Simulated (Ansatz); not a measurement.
# Run report: C$_{16}$H$_{7}$N$_{2}$, geometry relaxation (part 1 of 2)

- system: C$_{16}$H$_{7}$N$_{2}$ (slab, 25 atoms in the cell)
- method: DFT LDA, scalar-relativistic, plane waves, PAW, PAW set soft_1, spin-polarised (Ansatz 0.2.0)

The input holds or restrains some coordinates. Forces given for the steps count only the free coordinates. It belongs to a series of runs on one base structure; here: end point B relaxed.

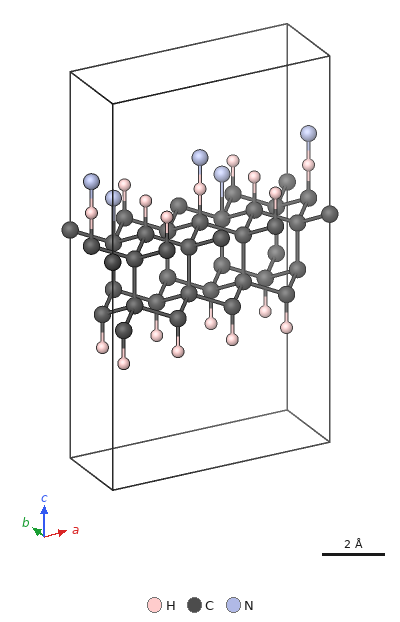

Fig. 1: The structure as given in the input (ball-and-stick view of the 2 × 1 repeat of the cell, with the vacuum cut short, seen slightly off an axis). An atom can appear more than once, as a periodic image.

### Input file
```yaml
crystal:
  lattice:
    - [5.048742, 0.0, 0.0]
    - [2.524371, 4.372339, 0.0]
    - [0.0, 0.0, 17.776426]
  atoms:
    - { symbol: H, position: [0.16666668, 0.16666667, 0.05625428] }
    - { symbol: H, position: [0.66666673, 0.16666667, 0.05625428] }
    - { symbol: H, position: [0.16666669, 0.6666667, 0.05625428] }
    - { symbol: H, position: [0.66666673, 0.6666667, 0.05625428] }
    - { symbol: C, position: [0.16666668, 0.16666667, 0.11813398] }
    - { symbol: C, position: [0.66666673, 0.16666667, 0.11813398] }
    - { symbol: C, position: [0.16666669, 0.6666667, 0.11813398] }
    - { symbol: C, position: [0.66666673, 0.6666667, 0.11813398] }
    - { symbol: C, position: [-0.16666667, 0.33333335, 0.14712097] }
    - { symbol: C, position: [0.33333337, 0.33333335, 0.14712097] }
    - { symbol: C, position: [-0.16666666, 0.83333337, 0.14712097] }
    - { symbol: C, position: [0.33333338, 0.83333337, 0.14712097] }
    - { symbol: C, position: [-0.16666667, 0.33333335, 0.23408195] }
    - { symbol: C, position: [0.33333337, 0.33333335, 0.23408195] }
    - { symbol: C, position: [-0.16666666, 0.83333337, 0.23408195] }
    - { symbol: C, position: [0.33333338, 0.83333337, 0.23408195] }
    - { symbol: C, position: [0.0, 0.0, 0.26306894] }
    - { symbol: C, position: [0.50000004, 0.0, 0.26306894] }
    - { symbol: C, position: [1.0e-08, 0.50000002, 0.26306894] }
    - { symbol: C, position: [0.50000005, 0.50000002, 0.26306894] }
    - { symbol: H, position: [0.50000004, 0.0, 0.32494865] }
    - { symbol: H, position: [1.0e-08, 0.50000002, 0.32494865] }
    - { symbol: H, position: [0.50000005, 0.50000002, 0.32494865] }
    - { symbol: "N", position: [1.0e-08, 0.50000002, 0.3834531], spin: 1.0 }
    - { symbol: "N", position: [0.33333338, 0.83333337, 0.31763559] }
magnetization:
  spin_polarized: true
basis:
  ecutwfc: 420.0
kpoints:
  mp_grid: { grid: [3, 3, 1] }
hamiltonian:
  xc: lda
  pseudopotentials: { kind: paw, azcp: { folder: soft_1 } }
scf:
  occupations: { method: gaussian, width: 0.05 }
  lower_state_search: "off"
relax:
  f_tol: 0.03
  max_steps: 60
  adjacent_minimum: "off"
  constraints: [{ sites: [0, 1, 2, 3, 4, 5, 6, 7, 8, 9, 10, 11] }]
```

Run on 2 threads of Arm Neoverse V2, 24 GiB of memory available, shared host.

Launched with:
```bash
ansatz run input.yaml --threads 2 --pin off --max-ram 5120MiB --backend cpu --events-out ev --progress --plain --runs-dir out
```

### Log
```
Warning: [file] the record states the generating functional pbe (its physics header spells it `PBE`), which answers neither for hamiltonian.xc's functional nor for the lda family's — results may be inconsistent (PPs are generated against a specific XC)
Warning: [file] the record states the generating functional pbe (its physics header spells it `PBE`), which answers neither for hamiltonian.xc's functional nor for the lda family's — results may be inconsistent (PPs are generated against a specific XC)
Warning: [file] the record states the generating functional pbe (its physics header spells it `PBE`), which answers neither for hamiltonian.xc's functional nor for the lda family's — results may be inconsistent (PPs are generated against a specific XC)
Engine: ansatz 0.2.0, aarch64-unknown-linux-gnu
Pseudopotentials: kind: paw
Pseudopotential: H, paw, valence charge 1, recommended cutoff 420 eV (normal), [file]
Pseudopotential: C, paw, valence charge 4, recommended cutoff 420 eV (normal), [file]
Pseudopotential: N, paw, valence charge 5, recommended cutoff 420 eV (normal), [file]
Functional definition: SPW92
  exchange = slater_x
  correlation = pw_c
Crystal: 25 atoms, lattice volume = 392.411 Å³
Basis set: ecut = 420 eV, 7721 PW (Γ)
Bands: 66, of which v1, the nominal top of the filled ones, is band 41 counted from 1 (40 counted from 0)
Symmetry: 2 space group operations
Space group: Cm (ITA 8), of the structure as read, at distance tolerance 7.3e-5 Å
Magnetic group: BNS 8.32 (UNI 39), of the structure as read, at distance tolerance 7.3e-5 Å
k-points: 4 of 9 (time reversal used)
Non-local potential: H, projectors of the file, l = 0: 2, l = 1: 1
Non-local potential: C, projectors of the file, l = 0: 2, l = 1: 2, l = 2: 1
Non-local potential: N, projectors of the file, l = 0: 2, l = 1: 2, l = 2: 1
PAW form: soft (Blöchl's): semilocal exchange-correlation on the pseudo side does not see the compensation charge
PAW frozen core: C, regenerated for the run's functional, and the local potential with it (the file was generated under x = pbe(κ = 0.804, μ = 0.2195149727645171), c = pbe(β = 0.06672455060314922))
PAW frozen core: N, regenerated for the run's functional, and the local potential with it (the file was generated under x = pbe(κ = 0.804, μ = 0.2195149727645171), c = pbe(β = 0.06672455060314922))
PAW one-centre angular grid: H, 110 points (default); XC on 64 Gauss nodes
PAW one-centre angular grid: C, 110 points (default); XC on 64 Gauss nodes
PAW one-centre angular grid: N, 110 points (default); XC on 64 Gauss nodes
Initial density: superposition of atomic densities (neutral atoms: chi_scale 0, normalization atom)
Starting moments: Σ|m| = 1 μB on 1 of 25 sites
Initial wavefunctions: pseudopotential atomic-orbital guess
Functional: x = slater, c = lda
SCF iter   1: F=—  HF=-4736.529488 eV  |F-HF|=—  |Δ(HF+E_count)|=         —  Δρ=4.61e-2 (↑4.60e-2 ↓4.61e-2)  dr2=3.70e1  dr2_m=2.26e-1  M=1.012 μB ∫|m|=1.196 μB  β_m=0.30  ethr=3.10e-3  ⟨swp⟩=7.4  Hψ=2747  notcnv=0  defer=99
preconditioner: auto → Resta (q_TF=auto, 2.097 Å⁻¹)  ε∞=2.1  [insulator: Δε(μ)=0.067 eV  Ē_g=16.192 eV  σ=0.050 eV  W_gap=0.58  n_scr=64 (ndim 8)  ℏωp=16.9 eV  f_vac=0.557  D(μ)=4.62/eV (n_scr^D=14)  ε∞_Penn≈2.1  vacuum switching on, ρ_ref=1.9e-2 e/Å³]
spin=Collinear: Resta preconditioning applied to the charge; magnetization (m = ρ↑ − ρ↓) channel mixes plain (no charge-response kernel on spin).
SCF iter   2: F=—  HF=-4736.661985 eV  |F-HF|=—  |Δ(HF+E_count)|=   1.32e-1  Δρ=6.62e-2 (↑6.62e-2 ↓5.20e-2)  dr2=1.11e2  dr2_m=4.38e-1  M=0.832 μB ∫|m|=0.873 μB  β_m=0.30  ethr=3.10e-3  ⟨swp⟩=4.8  Hψ=1094  notcnv=0  defer=163
SCF iter   3: F=—  HF=-4731.859832 eV  |F-HF|=—  |Δ(HF+E_count)|=    4.80e0  Δρ=3.58e-2 (↑3.46e-2 ↓3.58e-2)  dr2=3.24e1  dr2_m=2.18e-1  M=1.000 μB ∫|m|=1.067 μB  β_m=0.30  ethr=3.10e-3  ⟨swp⟩=3.2  Hψ=1032  notcnv=0  defer=160
SCF iter   4: F=—  HF=-4728.114123 eV  |F-HF|=—  |Δ(HF+E_count)|=    3.75e0  Δρ=2.02e-2 (↑1.70e-2 ↓2.02e-2)  dr2=1.33e1  dr2_m=3.68e-2  M=0.778 μB ∫|m|=0.858 μB  β_m=0.30  ethr=3.10e-3  ⟨swp⟩=3.2  Hψ=1014  notcnv=0  defer=160
SCF iter   5: F=—  HF=-4726.997149 eV  |F-HF|=—  |Δ(HF+E_count)|=    1.12e0  Δρ=1.23e-2 (↑1.23e-2 ↓5.43e-3)  dr2=5.98e-1  dr2_m=1.15e-1  M=0.749 μB ∫|m|=0.789 μB  β_m=0.30  ethr=3.10e-3  ⟨swp⟩=2.4  Hψ=664  notcnv=0  defer=161
SCF iter   6: F=—  HF=-4726.905526 eV  |F-HF|=—  |Δ(HF+E_count)|=   9.16e-2  Δρ=7.91e-3 (↑7.91e-3 ↓4.27e-3)  dr2=2.02e-1  dr2_m=5.08e-2  M=0.780 μB ∫|m|=0.821 μB  β_m=1.00  ethr=7.38e-4  ⟨swp⟩=2.5  Hψ=668  notcnv=0  defer=164
SCF iter   7: F=—  HF=-4726.885547 eV  |F-HF|=—  |Δ(HF+E_count)|=   2.00e-2  Δρ=4.62e-3 (↑4.62e-3 ↓3.01e-3)  dr2=4.81e-1  dr2_m=9.08e-3  M=0.817 μB ∫|m|=0.872 μB  β_m=1.00  ethr=2.50e-4  ⟨swp⟩=3.0  Hψ=701  notcnv=0  defer=164
SCF iter   8: F=—  HF=-4726.926944 eV  |F-HF|=—  |Δ(HF+E_count)|=   4.14e-2  Δρ=1.12e-2 (↑3.78e-3 ↓1.12e-2)  dr2=1.60e0  dr2_m=9.85e-2  M=1.000 μB ∫|m|=1.109 μB  β_m=1.00  ethr=2.50e-4  ⟨swp⟩=3.2  Hψ=651  notcnv=0  defer=162
SCF iter   9: F=—  HF=-4726.887433 eV  |F-HF|=—  |Δ(HF+E_count)|=   3.95e-2  Δρ=4.53e-3 (↑4.53e-3 ↓2.80e-3)  dr2=4.41e-2  dr2_m=3.30e-2  M=1.070 μB ∫|m|=1.281 μB  β_m=1.00  ethr=2.50e-4  ⟨swp⟩=3.4  Hψ=693  notcnv=0  defer=160
SCF iter  10: F=—  HF=-4726.901235 eV  |F-HF|=—  |Δ(HF+E_count)|=   1.38e-2  Δρ=3.15e-3 (↑1.71e-3 ↓3.15e-3)  dr2=4.96e-2  dr2_m=1.16e-2  M=1.064 μB ∫|m|=1.456 μB  β_m=1.00  ethr=5.45e-5  ⟨swp⟩=2.1  Hψ=732  notcnv=0  defer=159
SCF iter  11: F=—  HF=-4726.937247 eV  |F-HF|=—  |Δ(HF+E_count)|=   3.60e-2  Δρ=5.03e-3 (↑4.52e-3 ↓5.03e-3)  dr2=2.55e-1  dr2_m=2.50e-2  M=0.822 μB ∫|m|=1.179 μB  β_m=0.30  ethr=5.45e-5  ⟨swp⟩=2.9  Hψ=770  notcnv=0  defer=159
SCF iter  12: F=—  HF=-4726.910182 eV  |F-HF|=—  |Δ(HF+E_count)|=   2.71e-2  Δρ=3.32e-3 (↑3.32e-3 ↓8.19e-4)  dr2=4.29e-2  dr2_m=1.24e-2  M=1.029 μB ∫|m|=1.543 μB  β_m=1.00  ethr=5.45e-5  ⟨swp⟩=2.6  Hψ=892  notcnv=0  defer=159
SCF iter  13: F=—  HF=-4726.920018 eV  |F-HF|=—  |Δ(HF+E_count)|=   9.84e-3  Δρ=3.66e-3 (↑3.34e-3 ↓3.66e-3)  dr2=5.44e-2  dr2_m=2.77e-2  M=1.106 μB ∫|m|=1.863 μB  β_m=1.00  ethr=5.30e-5  ⟨swp⟩=1.5  Hψ=424  notcnv=0  defer=159
SCF iter  14: F=—  HF=-4726.955270 eV  |F-HF|=—  |Δ(HF+E_count)|=   3.53e-2  Δρ=6.91e-3 (↑6.57e-3 ↓6.91e-3)  dr2=2.83e-1  dr2_m=8.43e-2  M=1.285 μB ∫|m|=2.428 μB  β_m=1.00  ethr=5.30e-5  ⟨swp⟩=2.0  Hψ=405  notcnv=0  defer=159
SCF iter  15: F=—  HF=-4727.038765 eV  |F-HF|=—  |Δ(HF+E_count)|=   8.35e-2  Δρ=1.19e-2 (↑7.93e-3 ↓1.19e-2)  dr2=1.24e0  dr2_m=1.34e-1  M=1.709 μB ∫|m|=3.007 μB  β_m=1.00  ethr=5.30e-5  ⟨swp⟩=2.1  Hψ=667  notcnv=0  defer=159
SCF iter  16: F=—  HF=-4727.173195 eV  |F-HF|=—  |Δ(HF+E_count)|=   1.34e-1  Δρ=1.20e-2 (↑9.83e-3 ↓1.20e-2)  dr2=2.29e0  dr2_m=6.27e-2  M=2.080 μB ∫|m|=3.268 μB  β_m=1.00  ethr=5.30e-5  ⟨swp⟩=2.4  Hψ=881  notcnv=0  defer=159
SCF iter  17: F=—  HF=-4727.208459 eV  |F-HF|=—  |Δ(HF+E_count)|=   3.53e-2  Δρ=1.08e-2 (↑1.08e-2 ↓1.01e-2)  dr2=2.37e0  dr2_m=1.91e-2  M=2.268 μB ∫|m|=3.315 μB  β_m=0.30  ethr=5.30e-5  ⟨swp⟩=2.0  Hψ=594  notcnv=0  defer=159
Mixer restart at iter 17: flushing history
spin-set hold released at iteration 17 (site moments' squared step at or under half its running peak, from the soft ceiling on): the magnetisation degrees of freedom join the quasi-Newton model from the next iteration; the mixer history was flushed
SCF iter  18: F=—  HF=-4727.432196 eV  |F-HF|=—  |Δ(HF+E_count)|=   2.24e-1  Δρ=2.78e-2 (↑1.00e-2 ↓2.78e-2)  dr2=9.42e0  dr2_m=6.50e-1  M=1.222 μB ∫|m|=1.942 μB  β_m=0.15  ethr=5.30e-5  ⟨swp⟩=4.4  Hψ=1155  notcnv=0  defer=158  recentre
SCF iter  19: F=—  HF=-4727.032079 eV  |F-HF|=—  |Δ(HF+E_count)|=   4.00e-1  Δρ=8.28e-3 (↑8.28e-3 ↓8.11e-3)  dr2=1.34e0  dr2_m=1.06e-2  M=2.182 μB ∫|m|=3.227 μB  β_m=0.09  ethr=5.30e-5  ⟨swp⟩=3.1  Hψ=1094  notcnv=0  defer=161
SCF iter  20: F=—  HF=-4726.934845 eV  |F-HF|=—  |Δ(HF+E_count)|=   9.72e-2  Δρ=6.61e-3 (↑6.61e-3 ↓5.25e-3)  dr2=2.57e-1  dr2_m=6.89e-2  M=1.409 μB ∫|m|=2.974 μB  β_m=0.19  ethr=5.30e-5  ⟨swp⟩=2.8  Hψ=896  notcnv=0  defer=158
SCF iter  21: F=—  HF=-4726.936612 eV  |F-HF|=—  |Δ(HF+E_count)|=   1.77e-3  Δρ=5.97e-3 (↑4.54e-3 ↓5.97e-3)  dr2=2.72e-1  dr2_m=7.21e-2  M=1.239 μB ∫|m|=2.918 μB  β_m=0.30  ethr=5.30e-5  ⟨swp⟩=2.0  Hψ=676  notcnv=0  defer=158
SCF iter  22: F=—  HF=-4726.946043 eV  |F-HF|=—  |Δ(HF+E_count)|=   9.43e-3  Δρ=2.56e-3 (↑2.56e-3 ↓2.25e-3)  dr2=1.93e-2  dr2_m=1.89e-2  M=1.273 μB ∫|m|=3.025 μB  β_m=0.42  ethr=5.30e-5  ⟨swp⟩=2.8  Hψ=685  notcnv=0  defer=158
SCF iter  23: F=—  HF=-4726.966935 eV  |F-HF|=—  |Δ(HF+E_count)|=   2.09e-2  Δρ=3.66e-3 (↑2.14e-3 ↓3.66e-3)  dr2=1.95e-1  dr2_m=1.49e-2  M=1.220 μB ∫|m|=2.879 μB  β_m=0.36  ethr=2.38e-5  ⟨swp⟩=2.2  Hψ=839  notcnv=0  defer=158  recentre
SCF iter  24: F=—  HF=-4726.955236 eV  |F-HF|=—  |Δ(HF+E_count)|=   1.17e-2  Δρ=2.12e-3 (↑1.88e-3 ↓2.12e-3)  dr2=1.65e-2  dr2_m=1.20e-2  M=1.222 μB ∫|m|=2.939 μB  β_m=0.31  ethr=2.38e-5  ⟨swp⟩=2.1  Hψ=635  notcnv=0  defer=158
[...]
  greatest PAW one-centre occupation: 0.873 electrons in one spin orbital (limit 2), on the N atom at site 24 (counted from 0), in its partial waves of l = 0
relax step   1: F+E_penalty+E_count = -4726.96192530 eV  Δ(F+E_penalty+E_count) = +0.000e0 eV  max|allowed force component| = 7.577e0 eV/Å  Δτ_max = 0.0000 Å  (35 SCF iters, dr2 threshold 2.25e-5 eV, accepted)
Initial density: handed on by an earlier stage of this run
Starting moments: Σ|m| = 1 μB on 1 of 25 sites; this step starts from the density that it was given
Initial wavefunctions: those handed on with the density
preconditioner: auto → Resta (q_TF=auto, 2.097 Å⁻¹)  ε∞=2.2  [insulator: Δε(μ)=0.112 eV  Ē_g=15.204 eV  σ=0.050 eV  W_gap=0.74  n_scr=64 (ndim 8)  ℏωp=16.9 eV  f_vac=0.571  D(μ)=4.38/eV (n_scr^D=8)  ε∞_Penn≈2.2  vacuum switching on, ρ_ref=1.7e-2 e/Å³]
spin=Collinear: Resta preconditioning applied to the charge; magnetization (m = ρ↑ − ρ↓) channel mixes plain (no charge-response kernel on spin).
  greatest PAW one-centre occupation: 0.869 electrons in one spin orbital (limit 2), on the N atom at site 24 (counted from 0), in its partial waves of l = 0
relax step   2: F+E_penalty+E_count = -4730.29855453 eV  Δ(F+E_penalty+E_count) = -3.337e0 eV  max|allowed force component| = 6.716e0 eV/Å  Δτ_max = 0.1936 Å  (11 SCF iters, dr2 threshold 1.00e-4 eV, accepted)
eigensolver tolerance schedule calibrated: the retry pair's looser diagonalisation under-reported the residual by θ = 0.06 (0.10/decade); ethr = c·dr2/N_el runs at the constant in force after the calibration composes with the one it found (an armed cap, an earlier calibration), c = 9.5e-2
preconditioner: auto → Resta (q_TF=auto, 2.097 Å⁻¹)  ε∞=2.2  [insulator: Δε(μ)=0.126 eV  Ē_g=15.134 eV  σ=0.050 eV  W_gap=0.92  n_scr=64 (ndim 8)  ℏωp=16.9 eV  f_vac=0.570  D(μ)=1.43/eV (n_scr^D=4)  ε∞_Penn≈2.2  vacuum switching on, ρ_ref=1.7e-2 e/Å³]
spin=Collinear: Resta preconditioning applied to the charge; magnetization (m = ρ↑ − ρ↓) channel mixes plain (no charge-response kernel on spin).
  greatest PAW one-centre occupation: 0.862 electrons in one spin orbital (limit 2), on the N atom at site 24 (counted from 0), in its partial waves of l = 0
relax step   3: F+E_penalty+E_count = -4732.39827446 eV  Δ(F+E_penalty+E_count) = -2.100e0 eV  max|allowed force component| = 5.751e0 eV/Å  Δτ_max = 0.1950 Å  (7 SCF iters, dr2 threshold 1.00e-4 eV, accepted)
preconditioner: auto → Resta (q_TF=auto, 2.097 Å⁻¹)  ε∞=2.2  [insulator: Δε(μ)=0.362 eV  Ē_g=15.110 eV  σ=0.050 eV  W_gap=1.00  n_scr=64 (ndim 8)  ℏωp=16.9 eV  f_vac=0.568  D(μ)=0.00/eV (n_scr^D=0)  ε∞_Penn≈2.2  vacuum switching on, ρ_ref=1.7e-2 e/Å³]
spin=Collinear: Resta preconditioning applied to the charge; magnetization (m = ρ↑ − ρ↓) channel mixes plain (no charge-response kernel on spin).
  greatest PAW one-centre occupation: 0.852 electrons in one spin orbital (limit 2), on the N atom at site 23 (counted from 0), in its partial waves of l = 0
relax step   4: F+E_penalty+E_count = -4733.94763552 eV  Δ(F+E_penalty+E_count) = -1.549e0 eV  max|allowed force component| = 4.573e0 eV/Å  Δτ_max = 0.1940 Å  (7 SCF iters, dr2 threshold 1.00e-4 eV, accepted)
preconditioner: auto → Resta (q_TF=auto, 2.097 Å⁻¹)  ε∞=2.2  [insulator: Δε(μ)=0.449 eV  Ē_g=15.095 eV  σ=0.050 eV  W_gap=1.00  n_scr=64 (ndim 8)  ℏωp=16.9 eV  f_vac=0.567  D(μ)=0.00/eV (n_scr^D=0)  ε∞_Penn≈2.2  vacuum switching on, ρ_ref=1.7e-2 e/Å³]
spin=Collinear: Resta preconditioning applied to the charge; magnetization (m = ρ↑ − ρ↓) channel mixes plain (no charge-response kernel on spin).
  greatest PAW one-centre occupation: 0.853 electrons in one spin orbital (limit 2), on the N atom at site 23 (counted from 0), in its partial waves of l = 0
relax step   5: F+E_penalty+E_count = -4735.12107991 eV  Δ(F+E_penalty+E_count) = -1.173e0 eV  max|allowed force component| = 3.271e0 eV/Å  Δτ_max = 0.1983 Å  (7 SCF iters, dr2 threshold 1.00e-4 eV, accepted)
preconditioner: auto → Resta (q_TF=auto, 2.097 Å⁻¹)  ε∞=2.2  [insulator: Δε(μ)=0.607 eV  Ē_g=15.092 eV  σ=0.050 eV  W_gap=1.00  n_scr=64 (ndim 8)  ℏωp=16.9 eV  f_vac=0.566  D(μ)=0.00/eV (n_scr^D=0)  ε∞_Penn≈2.2  vacuum switching on, ρ_ref=1.7e-2 e/Å³]
spin=Collinear: Resta preconditioning applied to the charge; magnetization (m = ρ↑ − ρ↓) channel mixes plain (no charge-response kernel on spin).
  greatest PAW one-centre occupation: 0.854 electrons in one spin orbital (limit 2), on the N atom at site 23 (counted from 0), in its partial waves of l = 0
relax step   6: F+E_penalty+E_count = -4735.84990128 eV  Δ(F+E_penalty+E_count) = -7.288e-1 eV  max|allowed force component| = 2.082e0 eV/Å  Δτ_max = 0.1950 Å  (7 SCF iters, dr2 threshold 1.00e-4 eV, accepted)
preconditioner: auto → Resta (q_TF=auto, 2.097 Å⁻¹)  ε∞=2.3  [insulator: Δε(μ)=0.710 eV  Ē_g=15.089 eV  σ=0.050 eV  W_gap=1.00  n_scr=64 (ndim 8)  ℏωp=16.9 eV  f_vac=0.565  D(μ)=0.00/eV (n_scr^D=0)  ε∞_Penn≈2.3  vacuum switching on, ρ_ref=1.7e-2 e/Å³]
spin=Collinear: Resta preconditioning applied to the charge; magnetization (m = ρ↑ − ρ↓) channel mixes plain (no charge-response kernel on spin).
  greatest PAW one-centre occupation: 0.855 electrons in one spin orbital (limit 2), on the N atom at site 23 (counted from 0), in its partial waves of l = 0
relax step   7: F+E_penalty+E_count = -4736.30650783 eV  Δ(F+E_penalty+E_count) = -4.566e-1 eV  max|allowed force component| = 1.242e0 eV/Å  Δτ_max = 0.2000 Å  (7 SCF iters, dr2 threshold 1.00e-4 eV, accepted)
preconditioner: auto → Resta (q_TF=auto, 2.097 Å⁻¹)  ε∞=2.3  [insulator: Δε(μ)=0.796 eV  Ē_g=15.065 eV  σ=0.050 eV  W_gap=1.00  n_scr=64 (ndim 8)  ℏωp=16.9 eV  f_vac=0.562  D(μ)=0.00/eV (n_scr^D=0)  ε∞_Penn≈2.3  vacuum switching on, ρ_ref=1.6e-2 e/Å³]
spin=Collinear: Resta preconditioning applied to the charge; magnetization (m = ρ↑ − ρ↓) channel mixes plain (no charge-response kernel on spin).
  greatest PAW one-centre occupation: 0.857 electrons in one spin orbital (limit 2), on the N atom at site 23 (counted from 0), in its partial waves of l = 0
relax step   8: F+E_penalty+E_count = -4736.56346691 eV  Δ(F+E_penalty+E_count) = -2.570e-1 eV  max|allowed force component| = 5.207e-1 eV/Å  Δτ_max = 0.2000 Å  (7 SCF iters, dr2 threshold 1.00e-4 eV, accepted)
preconditioner: auto → Resta (q_TF=auto, 2.097 Å⁻¹)  ε∞=2.3  [insulator: Δε(μ)=0.723 eV  Ē_g=15.047 eV  σ=0.050 eV  W_gap=1.00  n_scr=64 (ndim 8)  ℏωp=16.9 eV  f_vac=0.560  D(μ)=0.00/eV (n_scr^D=0)  ε∞_Penn≈2.3  vacuum switching on, ρ_ref=1.6e-2 e/Å³]
spin=Collinear: Resta preconditioning applied to the charge; magnetization (m = ρ↑ − ρ↓) channel mixes plain (no charge-response kernel on spin).
relax step   9: F+E_penalty+E_count = -4736.62899382 eV  Δ(F+E_penalty+E_count) = -6.553e-2 eV  max|allowed force component| = 1.499e-1 eV/Å  Δτ_max = 0.2000 Å  (7 SCF iters, dr2 threshold 4.76e-5 eV, accepted)
preconditioner: auto → Resta (q_TF=auto, 2.097 Å⁻¹)  ε∞=2.3  [insulator: Δε(μ)=0.815 eV  Ē_g=15.035 eV  σ=0.050 eV  W_gap=1.00  n_scr=64 (ndim 8)  ℏωp=16.9 eV  f_vac=0.559  D(μ)=0.00/eV (n_scr^D=0)  ε∞_Penn≈2.3  vacuum switching on, ρ_ref=1.6e-2 e/Å³]
spin=Collinear: Resta preconditioning applied to the charge; magnetization (m = ρ↑ − ρ↓) channel mixes plain (no charge-response kernel on spin).
relax step  10: F+E_penalty+E_count = -4736.63700500 eV  Δ(F+E_penalty+E_count) = -8.011e-3 eV  max|allowed force component| = 9.827e-2 eV/Å  Δτ_max = 0.0593 Å  (7 SCF iters, dr2 threshold 1.86e-6 eV, accepted)
preconditioner: auto → Resta (q_TF=auto, 2.097 Å⁻¹)  ε∞=2.3  [insulator: Δε(μ)=0.792 eV  Ē_g=15.036 eV  σ=0.050 eV  W_gap=1.00  n_scr=64 (ndim 8)  ℏωp=16.9 eV  f_vac=0.559  D(μ)=0.00/eV (n_scr^D=0)  ε∞_Penn≈2.3  vacuum switching on, ρ_ref=1.6e-2 e/Å³]
spin=Collinear: Resta preconditioning applied to the charge; magnetization (m = ρ↑ − ρ↓) channel mixes plain (no charge-response kernel on spin).
relax step  11: F+E_penalty+E_count = -4736.63762669 eV  Δ(F+E_penalty+E_count) = -6.217e-4 eV  max|allowed force component| = 1.142e-2 eV/Å  Δτ_max = 0.0169 Å  (7 SCF iters, accepted)
```
